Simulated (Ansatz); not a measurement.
# One shape, several levels: quartet CH3BCl

Aim: a comparison of 6 runs (UHF/STO-3G, U-r2SCAN/aug-cc-pVDZ, U-wB97X/aug-cc-pVDZ, UB2PLYP/aug-cc-pVDZ, RPA@PBE/aug-cc-pVDZ, UMP2/aug-cc-pVDZ) of quartet CH3BCl. 

Program for the calculation: Ansatz 0.2.0.

70 further runs of the same task are left out: 70 set aside as unsound or not needed.

### Step 1. The molecule

The species is CH3BCl (6 atoms), meant as a quartet with charge 0. As SMILES of the parent species, `C[B]Cl`. Geometry: relaxed at PBE0-D4/def2-TZVP. That shape belongs to the parent species and isn't relaxed for this state.

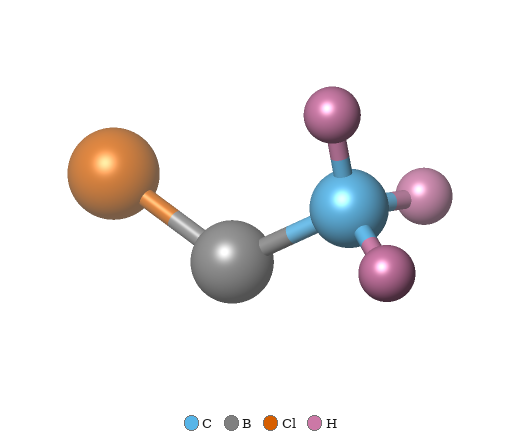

The structure, seen from a chosen angle (carbon blue, boron grey, chlorine orange, hydrogen pink).

### Step 2. A single-point energy at UHF/STO-3G (run 1)

The input, run.yaml:

```yaml
crystal:
  periodic: [false, false, false]
  atoms:
    - {symbol: C, position_ang: [-0.289900, 0.325200, -0.312400]}
    - {symbol: B, position_ang: [0.195300, -1.059500, 0.167700]}
    - {symbol: Cl, position_ang: [1.467800, -1.355700, 1.297800]}
    - {symbol: H, position_ang: [-1.073500, 0.641700, 0.390700]}
    - {symbol: H, position_ang: [0.494200, 1.088800, -0.289700]}
    - {symbol: H, position_ang: [-0.752000, 0.295400, -1.300400]}
basis:
  gaussian:
    orbitals: STO-3G
total_charge: 0
magnetization:
  spin_polarized: true
  initial_magnetization: 3
hamiltonian:
  xc: hf
accuracy: high
output: {orbitals: {seedname: orbitals}}
```

Launch:

```sh
$ ansatz run run.yaml --threads 1 --pin off --max-ram 3480MiB --events-out events.jsonl --progress --plain --runs-dir runs
```

What it wrote:

```text
Warning: RAYON_NUM_THREADS=1 ignored (pool sized by the plan → 1); use --threads N
Functional definition: HF
  name "HF"
  exchange = exact_x
  correlation = 0
396 factors; integrals over basis functions are off by at most 1.9e-8 eV
mean field evaluation 1: about -14088.0593 eV, gradient 1.2e1 eV
mean field evaluation 2: about -14088.1710 eV, gradient 1.2e1 eV
mean field evaluation 4: about -14090.1001 eV, gradient 1.9e0 eV
mean field evaluation 8: about -14090.2076 eV, gradient 9.0e-2 eV
mean field evaluation 16: about -14090.2057 eV, gradient 3.5e-2 eV
mean field evaluation 32: about -14090.2230 eV, gradient 2.8e-1 eV
mean field evaluation 64: about -14090.1427 eV, gradient 8.4e-1 eV
mean field evaluation 96: about -14088.6539 eV, gradient 6.5e0 eV
mean field evaluation 128: about -14088.0570 eV, gradient 1.2e1 eV
mean field -14090.32989174 eV, -517.8100727529 hartree, gradient 2.3e-8 eV, S^2 3.752818; 3 other end points of the search recorded, 0 dependent functions left out
reference -14090.32989174 eV, -517.8100727529 hartree; 17, 14 occupied and 5, 8 virtual orbitals, 396 factors
Total energy: -14090.32989174 eV, -517.8100727529 hartree
```

Wall time 0.34 s (1 thread of Arm Neoverse V1, shared host).

### Step 3. The energy at U-r2SCAN/aug-cc-pVDZ (run 2)

run.yaml, as its differences from that of step 2:

```diff
@@ -1 +1,3 @@
+basis:
+  gaussian: {orbitals: aug-cc-pVDZ}
 crystal:
@@ -9,11 +11,4 @@
     - {symbol: H, position_ang: [-0.752000, 0.295400, -1.300400]}
-basis:
-  gaussian:
-    orbitals: STO-3G
-total_charge: 0
-magnetization:
-  spin_polarized: true
-  initial_magnetization: 3
-hamiltonian:
-  xc: hf
+magnetization: {spin_polarized: true, initial_magnetization: 3}
+hamiltonian: {xc: {name: r2SCAN}}
 accuracy: high
```

Launch:

```sh
$ ansatz run run.yaml --threads 1 --pin off --max-ram 3480MiB --events-out events.jsonl --progress --plain --runs-dir runs
```

What it wrote:

```text
Warning: RAYON_NUM_THREADS=1 ignored (pool sized by the plan → 1); use --threads N
Functional definition: r2SCAN
  name "r2SCAN"
  parameter k0 = 0.174
  parameter k1 = 0.065
  parameter a1 = 4.9479
  exchange = r2scan_x(k0 = k0, k1 = k1, a1 = a1)
  correlation = r2scan_c
1975 factors; integrals over basis functions are off by at most 3.8e-9 eV
mean field evaluation 1: about -14263.0843 eV, gradient 4.8e1 eV
mean field evaluation 2: about -14217.2247 eV, gradient 8.8e1 eV
mean field evaluation 4: about -14274.9483 eV, gradient 1.5e1 eV
mean field evaluation 8: about -14276.6279 eV, gradient 2.6e-1 eV
mean field evaluation 16: about -14276.6277 eV, gradient 9.7e-4 eV
mean field evaluation 32: about -14275.5341 eV, gradient 3.1e0 eV
mean field -14276.62767281 eV, -524.6563899300 hartree, gradient 4.3e-8 eV, S^2 3.756519; 4 other end points of the search recorded, 0 dependent functions left out
reference -14276.62769126 eV, -524.6563906081 hartree; 17, 14 occupied and 83, 86 virtual orbitals, 1975 factors
Total energy: -14276.62769126 eV, -524.6563906081 hartree
```

Wall time 26 s (1 thread of Arm Neoverse V1, shared host); peak memory 0.44 GiB.

### Step 4. The energy at U-wB97X/aug-cc-pVDZ (run 3)

The input, job.yaml:

```yaml
crystal:
  periodic: [false, false, false]
  atoms:
    - {symbol: C, position_ang: [-0.289900, 0.325200, -0.312400]}
    - {symbol: B, position_ang: [0.195300, -1.059500, 0.167700]}
    - {symbol: Cl, position_ang: [1.467800, -1.355700, 1.297800]}
    - {symbol: H, position_ang: [-1.073500, 0.641700, 0.390700]}
    - {symbol: H, position_ang: [0.494200, 1.088800, -0.289700]}
    - {symbol: H, position_ang: [-0.752000, 0.295400, -1.300400]}
basis:
  gaussian: {orbitals: aug-cc-pVDZ}
magnetization: {spin_polarized: true, initial_magnetization: 3}
hamiltonian: {xc: {name: wB97X}}
accuracy: high
output: {orbitals: {seedname: orbitals}}
```

Launch:

```sh
$ ansatz run job.yaml --threads 1 --pin off --max-ram 3480MiB --events-out events.jsonl --progress --plain --runs-dir runs
```

What it wrote:

```text
Warning: RAYON_NUM_THREADS=1 ignored (pool sized by the plan → 1); use --threads N
Functional definition: wB97X
  name "wB97X"
  parameter omega = 0.3/bohr
  parameter cx = 0.157706
  parameter cx1 = 0.726479
  parameter cx2 = 1.04760
  parameter cx3 = -5.70635
  parameter cx4 = 13.2794
  parameter css1 = -4.33879
  parameter css2 = 18.2308
  parameter css3 = -31.7430
  parameter css4 = 17.2901
  parameter cos1 = 2.37031
  parameter cos2 = -11.3995
  parameter cos3 = 6.58405
  parameter cos4 = -3.78132
  exchange = spin_sum(e_x_unif_sr(omega)*poly(b97_u_x, 1 - cx, cx1, cx2, cx3, cx4)) + cx*exact_x_sr(omega)
      + exact_x_lr(omega)
  correlation = spin_sum(e_c_pw_same_spin*poly(b97_u_same, 1, css1, css2, css3, css4))
      + integral(e_c_pw_opposite_spin*poly(b97_u_opposite, 1, cos1, cos2, cos3, cos4))
1975 factors; integrals over basis functions are off by at most 3.8e-9 eV
478 factors; integrals over basis functions are off by at most 1.9e-9 eV
mean field evaluation 1: about -14271.4397 eV, gradient 3.2e1 eV
mean field evaluation 2: about -14269.8336 eV, gradient 3.6e1 eV
mean field evaluation 4: about -14277.2500 eV, gradient 1.3e0 eV
mean field evaluation 8: about -14277.3366 eV, gradient 1.2e-1 eV
mean field evaluation 16: about -14277.3391 eV, gradient 1.4e-2 eV
mean field evaluation 32: about -14277.3392 eV, gradient 2.5e-5 eV
mean field -14277.33916050 eV, -524.6825366204 hartree, gradient 6.0e-8 eV, S^2 3.757941; 4 other end points of the search recorded, 0 dependent functions left out
reference -14277.33915754 eV, -524.6825365116 hartree; 17, 14 occupied and 83, 86 virtual orbitals, 1975 factors
Total energy: -14277.33915754 eV, -524.6825365116 hartree
```

Wall time 94 s (1 thread of Arm Neoverse V1, shared host); peak memory 0.78 GiB.

Runs 4 to 5 aren't shown in full; the table further down has their settings and results.

### Step 5. A single-point energy at UMP2/aug-cc-pVDZ (run 6)

The input, in.yaml:

```yaml
crystal:
  periodic: [false, false, false]
  atoms:
    - {symbol: C, position_ang: [-0.289900, 0.325200, -0.312400]}
    - {symbol: B, position_ang: [0.195300, -1.059500, 0.167700]}
    - {symbol: Cl, position_ang: [1.467800, -1.355700, 1.297800]}
    - {symbol: H, position_ang: [-1.073500, 0.641700, 0.390700]}
    - {symbol: H, position_ang: [0.494200, 1.088800, -0.289700]}
    - {symbol: H, position_ang: [-0.752000, 0.295400, -1.300400]}
basis:
  gaussian: {orbitals: aug-cc-pVDZ}
accuracy: high
correlation: {method: mp2, frozen_orbitals: {B: 1, C: 1, Cl: 5, H: 0}}
magnetization: {spin_polarized: true, initial_magnetization: 3}
```

Launch:

```sh
$ ansatz run in.yaml --threads 1 --pin off --max-ram 3480MiB --events-out events.jsonl --progress --plain --runs-dir runs
```

What it wrote:

```text
Warning: RAYON_NUM_THREADS=1 ignored (pool sized by the plan → 1); use --threads N
[... 4 set-up lines as earlier in the session ...]
1975 factors; integrals over basis functions are off by at most 3.8e-9 eV
mean field evaluation 1: about -14242.7065 eV, gradient 2.5e1 eV
mean field evaluation 2: about -14242.7084 eV, gradient 2.5e1 eV
mean field evaluation 4: about -14246.9809 eV, gradient 3.6e0 eV
mean field evaluation 8: about -14247.2718 eV, gradient 3.9e-1 eV
mean field evaluation 16: about -14247.2912 eV, gradient 6.3e-6 eV
mean field evaluation 32: about -14246.7824 eV, gradient 3.0e0 eV
mean field evaluation 64: about -14247.2830 eV, gradient 2.3e-1 eV
mean field -14247.29124797 eV, -523.5782962021 hartree, gradient 1.5e-8 eV, S^2 3.764296; 7 other end points of the search recorded, 0 dependent functions left out
7 core orbitals not correlated: weight in the atoms' cores, before any rotation towards them, 1.000 or more for the frozen orbitals, at most 0.000 for the correlated occupied ones
reference -14247.29124797 eV, -523.5782962021 hartree; 10, 7 occupied and 83, 86 virtual orbitals, 1975 factors
second order -9.06736748 eV of doubles, -0.00000000 eV of singles
Total energy: -14256.35861545 eV, -523.9115158109 hartree
```

Wall time 14 s (1 thread of Arm Neoverse V1, shared host); peak memory 0.31 GiB.

### Step 6. All runs side by side

| run | level | frozen core orbitals | energy (Eh) | HOMO energy (eV) | ⟨S²⟩ | wall time |
| --- | --- | --- | --- | --- | --- | --- |
| 1 | UHF/STO-3G | – | -517.810073 | -4.07 | 3.753 | 0.34 s |
| 2 | U-r2SCAN/aug-cc-pVDZ | – | -524.656391 | -2.84 | 3.757 | 26 s |
| 3 | U-wB97X/aug-cc-pVDZ | – | -524.682537 | -5.73 | 3.758 | 94 s |
| 4 | UB2PLYP/aug-cc-pVDZ | 7 | -524.487870 | -4.50 | 3.759 | 31 s |
| 5 | RPA@PBE/aug-cc-pVDZ | 7 | -524.165919 | – | 3.753 | 26 s |
| 6 | UMP2/aug-cc-pVDZ | 7 | -523.911516 | – | 3.764 | 14 s |

### Step 7. Results

| quantity | value |
| --- | --- |
| run 6: total energy | -523.91152 Eh |
| run 6: correlation energy (7 core orbitals frozen) | -333.2 mEh |
| run 6: ⟨S²⟩ of the reference determinant | 3.764 |

Totals of different functionals can't be ranked against each other. In run 1 the basis is minimal, so the values are rough. All runs together took 3.2 min, the longest 94 s.
